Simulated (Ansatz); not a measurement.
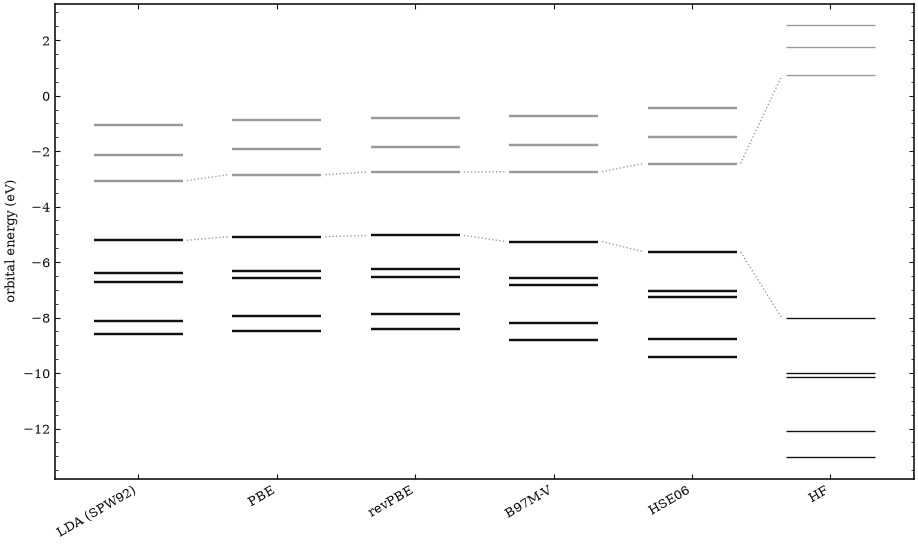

Frontier orbital energies of AlBSbNH₄, SMILES [BH]1[NH][SbH][AlH]1, singlet at one geometry, def2-TZVPP, the Ansatz code 0.2.0, at a PBE0-D4/def2-TZVP geometry (a minimum by its frequencies). Empty levels are grey, levels within 0.1 eV stand side by side; all columns show the same few orbitals around the gap. Dotted lines join the HOMOs and the LUMOs.

Question: How do the frontier levels move from column to column?

Answer: The separation grows from 2.15 eV (LDA (SPW92)) to 8.76 eV (HF).

```csv
level,HOMO (eV),LUMO (eV),separation (eV)
LDA (SPW92),−5.21,−3.06,2.15
PBE,−5.09,−2.85,2.24
revPBE,−5.04,−2.75,2.29
B97M-V,−5.26,−2.74,2.52
HSE06,−5.63,−2.45,3.19
HF,−8.03,0.73,8.76
```

Caveats, for all or some of the runs: core potentials past krypton; empty levels above zero depend strongly on the basis; spin-orbit coupling is left out, and with Sb it can shift these levels and split any degenerate set.
